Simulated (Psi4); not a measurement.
# B2PLYP/def2-SVPD (core potential, density fitting for correlation) run of SnH4 (SMILES [SnH4])

What is the vertical singlet–triplet gap of SnH4 at B2PLYP/def2-SVPD (core potential, density fitting for correlation)? 

Program for the calculation: Psi4 1.11.

8 further runs of the same task are left out: 7 that didn't finish, 1 set aside as unsound or not needed.

## Step 1: The molecule

SnH4 has 5 atoms, charge 0, and is taken as a singlet. SMILES: `[SnH4]`. Geometry: relaxed at PBE0-D4/def2-TZVP.

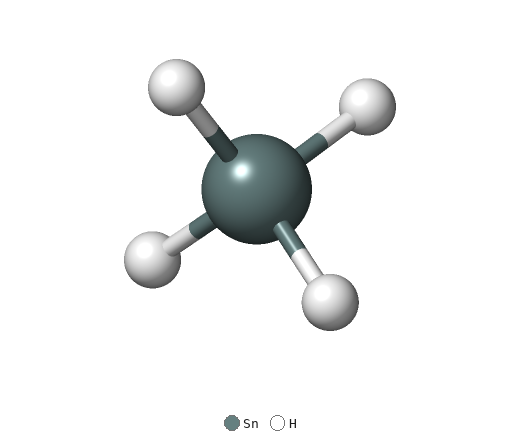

The structure, seen from a chosen angle (tin teal, hydrogen white).

## Step 2: A single-point energy at B2PLYP/def2-SVPD (core potential, density fitting for correlation)

h4sn.py reads:

```python
import psi4

psi4.set_memory('2200 MB')
psi4.set_num_threads(1)
psi4.core.set_output_file('run.log', False)

mol = psi4.geometry("""
0 1
Sn     0.000030     0.000010     0.000040
H      0.823920    -0.853480     1.222940
H     -1.563610     0.403420     0.543140
H     -0.116810    -0.974610    -1.392490
H      0.856470     1.424640    -0.373640
units angstrom
symmetry c1
""")

options = {'basis': 'def2-SVPD', 'puream': True, 'e_convergence': 1e-09, 'd_convergence': 1e-08, 'scf_type': 'pk', 'dft_radial_points': 99, 'dft_spherical_points': 590, 'num_frozen_docc': 4}
psi4.set_options(options)

e, wfn = psi4.energy("b2plyp", return_wfn=True)
print('E =', round(e, 9))
for k, v in sorted(psi4.core.scalar_variables().items()):
    print(f'{k:45s} {v:18.10f}')
```

On the command line:

```bash
$ python h4sn.py
```

run.log:

```text
[...]
    !!!  WARNING: ECP capability is in beta. Please check occupations closely.  !!!
[...]
  Running in c1 symmetry.
[...]
  Nuclear repulsion =   28.473969965174199
[...]
  Multiplicity = 1
[...]
  Nalpha       = 13
  Nbeta        = 13
[...]
    Number of basis functions: 64
[...]
   @RKS iter   1:  -216.22862473642547   -1.24496e+00   6.09429e-03 DIIS/ADIIS
[...]
   @RKS iter   8:  -216.32344803919904   -9.15179e-12   5.10523e-09 DIIS
[...]
    Orbital Energies [Eh]
    ---------------------
    Doubly Occupied:
       1A     -5.417398     2A     -3.694884     3A     -3.694882
       4A     -3.694881     5A     -1.148501     6A     -1.148500
       7A     -1.148499     8A     -1.142913     9A     -1.142909
      10A     -0.591638    11A     -0.377459    12A     -0.377444
      13A     -0.377411
[...]
  @RKS Final Energy:  -216.32344803919904
   => Energetics <=
    Nuclear Repulsion Energy =             28.4739699651741986
    One-Electron Energy =                -435.0693426692577077
    Two-Electron Energy =                 199.6497649748419860
    DFT Exchange-Correlation Energy =      -9.3778403099575218
    Empirical Dispersion Energy =           0.0000000000000000
    VV10 Nonlocal Energy =                  0.0000000000000000
    Total Energy =                       -216.3234480391990360
[...]
 Multipole Moments:
 ------------------------------------------------------------------------------------
     Multipole            Electronic (a.u.)      Nuclear  (a.u.)        Total (a.u.)
 ------------------------------------------------------------------------------------
 L = 1.  Multiply by 2.5417464519 to convert [e a0] to [Debye]
 Dipole X            :          0.0002860           -0.0002235            0.0000625
 Dipole Y            :          0.0001423           -0.0001043            0.0000380
 Dipole Z            :          0.0003761           -0.0003129            0.0000632
 Magnitude           :                                                    0.0000966
[...]
```

The script printed:

```text
E = -216.370681373
B2PLYP DOUBLE-HYBRID CORRECTION ENERGY             -0.0472333339
B2PLYP TOTAL ENERGY                              -216.3706813731
CURRENT ENERGY                                   -216.3706813731
CURRENT REFERENCE ENERGY                         -216.3234480392
DD SOLVATION ENERGY                                 0.0000000000
DFT FUNCTIONAL TOTAL ENERGY                      -216.3234480392
DFT TOTAL ENERGY                                 -216.3706813731
DFT VV10 ENERGY                                     0.0000000000
DFT XC ENERGY                                      -9.3778403100
DOUBLE-HYBRID CORRECTION ENERGY                    -0.0472333339
GRID ELECTRONS ALPHA                               13.0000000194
GRID ELECTRONS BETA                                13.0000000194
GRID ELECTRONS TOTAL                               26.0000000389
NUCLEAR REPULSION ENERGY                           28.4739699652
ONE-ELECTRON ENERGY                              -435.0693426693
PCM POLARIZATION ENERGY                             0.0000000000
PE ENERGY                                           0.0000000000
SCF ITERATION ENERGY                             -216.3234480392
SCF ITERATIONS                                      8.0000000000
SCF TOTAL ENERGY                                 -216.3234480392
TWO-ELECTRON ENERGY                               199.6497649748
XC GRID RADIAL POINTS                              99.0000000000
XC GRID SPHERICAL POINTS                          590.0000000000
XC GRID TOTAL POINTS                           281276.0000000000
```

Wall time 12 s (1 thread of Intel Xeon at 2.50GHz (Skylake/Cascade Lake), shared host); peak memory 0.77 GiB.

## Step 3: The triplet, same level

run.py reads:

```python
import numpy as np
from ase.calculators.psi4 import Psi4
from ase import Atoms

atoms = Atoms(['Sn', 'H', 'H', 'H', 'H'], positions=[
    [0.000030, 0.000010, 0.000040],
    [0.823920, -0.853480, 1.222940],
    [-1.563610, 0.403420, 0.543140],
    [-0.116810, -0.974610, -1.392490],
    [0.856470, 1.424640, -0.373640],
])
calc = Psi4(atoms=atoms, method='b2plyp', basis='def2-SVPD', memory='2200MB', num_threads=1, charge=0, multiplicity=3, label='calc', reference='uks')
calc.psi4.set_options({'puream': True, 'e_convergence': 1e-09, 'd_convergence': 1e-08, 'scf_type': 'pk', 'dft_radial_points': 99, 'dft_spherical_points': 590, 'num_frozen_docc': 4, 'maxiter': 100})
atoms.calc = calc

print(f'energy: {atoms.get_potential_energy():.6f} eV')
```

On the command line:

```bash
$ python run.py
```

calc.dat:

```text
[...]
    !!!  WARNING: ECP capability is in beta. Please check occupations closely.  !!!
[...]
  Running in c1 symmetry.
[...]
  Nuclear repulsion =   28.473969965174199
[...]
  Multiplicity = 3
[...]
  Nalpha       = 14
  Nbeta        = 12
[...]
    Number of basis functions: 64
[...]
   @UKS iter   1:  -215.92058664411152   -9.36918e-01   6.29232e-03 DIIS/ADIIS
[...]
   @UKS iter  26:  -216.05093870117204   -4.20641e-12   7.75092e-09 DIIS
[...]
   @S^2 Observed:                2.015036636E+00
[...]
    Orbital Energies [Eh]
    ---------------------
    Alpha Occupied:
       1A     -5.451205     2A     -3.736950     3A     -3.723669
       4A     -3.721855     5A     -1.190774     6A     -1.189518
       7A     -1.179817     8A     -1.173424     9A     -1.169630
      10A     -0.659602    11A     -0.495676    12A     -0.437699
      13A     -0.397252    14A     -0.108248
    Alpha Virtual:
      15A      0.020687    16A      0.024119    17A      0.033029
      18A      0.080479    19A      0.081368    20A      0.083840
      21A      0.114521    22A      0.129545    23A      0.140851
      24A      0.184572    25A      0.192686    26A      0.199343
[...]
  @UKS Final Energy:  -216.05093870117204
   => Energetics <=
    Nuclear Repulsion Energy =             28.4739699651741986
    One-Electron Energy =                -433.9759480553434514
    Two-Electron Energy =                 198.8025643928225747
    DFT Exchange-Correlation Energy =      -9.3515250038253726
    Empirical Dispersion Energy =           0.0000000000000000
    VV10 Nonlocal Energy =                  0.0000000000000000
    Total Energy =                       -216.0509387011720435
[...]
 Multipole Moments:
 ------------------------------------------------------------------------------------
     Multipole            Electronic (a.u.)      Nuclear  (a.u.)        Total (a.u.)
 ------------------------------------------------------------------------------------
 L = 1.  Multiply by 2.5417464519 to convert [e a0] to [Debye]
 Dipole X            :          0.1467606           -0.0002235            0.1465370
 Dipole Y            :         -0.3753953           -0.0001043           -0.3754996
 Dipole Z            :         -0.0309680           -0.0003129           -0.0312809
 Magnitude           :                                                    0.4042914
[...]
```

On the terminal:

```text
energy: -5880.347549 eV
```

Wall time 47 s (1 thread of Intel Xeon at 2.50GHz (Skylake/Cascade Lake), shared host); peak memory 0.78 GiB.

## Step 4: Results

Level: B2PLYP/def2-SVPD (core potential, density fitting for correlation), 4 core orbitals frozen.

| quantity | value |
| --- | --- |
| singlet: total energy | -216.37068 Eh |
| singlet: HOMO energy (SCF part's orbitals) | -10.27 eV |
| singlet: LUMO energy (SCF part's orbitals) | 0.62 eV |
| singlet: HOMO–LUMO gap (SCF part's orbitals) | 10.89 eV |
| triplet: total energy | -216.09879 Eh |
| triplet: HOMO energy (SCF part's orbitals) (highest over α and β) | -2.95 eV |
| triplet: ⟨S²⟩ | 2.015 |
| vertical energy of the triplet above the singlet | 7.399 eV |

What this shows: At this shape the triplet lies 7.40 eV (714 kJ/mol) above the singlet.
